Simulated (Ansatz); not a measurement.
## Run report: C2H9NOSi, single-point calculation

C2H9NOSi, computed with RHF-MP2, frozen core/def2-QZVPP (Ansatz 0.2.0).

The geometry comes from this level: PBE0-D4/def2-TZVP.

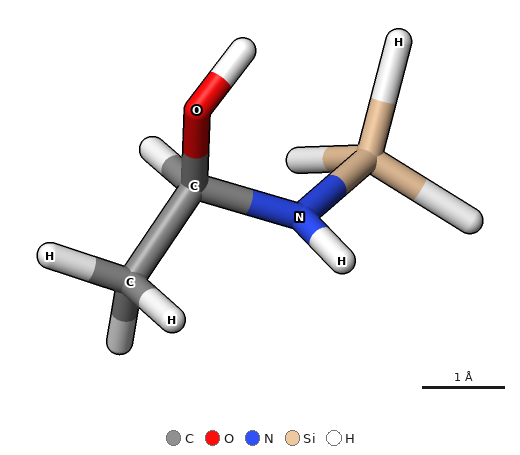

Fig. 1: The structure (stick view, seen at a tilt).

Key numbers

- outcome: converged
- total energy: −13615.3256 eV
- mean-field energy: −13588.1949 eV
- SCF solution under orbital rotations: stable
- hardware: 4 threads of Arm Neoverse V1, 23 GiB of memory available, shared host
- wall time: 33 s (CPU time 2.1 min)
- peak memory: 4.6 GiB

The input
```yaml
crystal:
  periodic: [false, false, false]
  atoms:
    - {symbol: C, position_ang: [-1.869253, 0.482947, 0.402797]}
    - {symbol: C, position_ang: [-0.363057, 0.562731, 0.312717]}
    - {symbol: O, position_ang: [0.084716, 1.016347, 1.579275]}
    - {symbol: N, position_ang: [0.221715, -0.689796, -0.073108]}
    - {symbol: Si, position_ang: [1.625908, -0.860585, -1.048832]}
    - {symbol: H, position_ang: [-2.290486, 0.200798, -0.562313]}
    - {symbol: H, position_ang: [-2.153828, -0.265864, 1.146896]}
    - {symbol: H, position_ang: [-2.283354, 1.443370, 0.711567]}
    - {symbol: H, position_ang: [-0.081599, 1.295466, -0.459088]}
    - {symbol: H, position_ang: [1.046014, 1.008671, 1.572426]}
    - {symbol: H, position_ang: [-0.078329, -1.464241, 0.500363]}
    - {symbol: H, position_ang: [1.439930, -0.113674, -2.321379]}
    - {symbol: H, position_ang: [2.878585, -0.335080, -0.423587]}
    - {symbol: H, position_ang: [1.809938, -2.310292, -1.309132]}
basis:
  gaussian: {orbitals: "def2-QZVPP.json"}
correlation: {method: mp2}
```

Command:
```bash
ansatz run in.yaml --threads 4 --pin off --events-out ev --progress --plain --max-ram 10444MiB
```

Log
```
Functional definition: HF
  name "HF"
  cite "Fock, Z. Phys. 61, 126 (1930) doi:10.1007/BF01340294"
  parent pbe
  exchange = exact_x
  correlation = 0
3382 factors; integrals over basis functions are off by at most 8.7e-4 eV
mean field evaluation 1: about -13582.8730 eV, gradient 4.7e1 eV
mean field evaluation 2: about -13583.0250 eV, gradient 4.7e1 eV
mean field evaluation 4: about -13588.1201 eV, gradient 4.6e0 eV
mean field evaluation 8: about -13588.1947 eV, gradient 2.4e-1 eV
mean field -13588.19491104 eV, -499.3569525713 hartree, gradient 7.6e-7 eV, S^2 0.000000; 0 other end points of the search recorded, 0 dependent functions left out
9 core orbitals not correlated: weight in the atoms' cores, before any rotation towards them, 1.000 or more for the frozen orbitals, at most 0.000 for the correlated occupied ones
reference -13588.19491104 eV, -499.3569525713 hartree; 16, 16 occupied and 543, 543 virtual orbitals, 3382 factors
second order -27.13066729 eV of doubles, -0.00000000 eV of singles
Total energy: -13615.32557833 eV, -500.3539862044 hartree
```
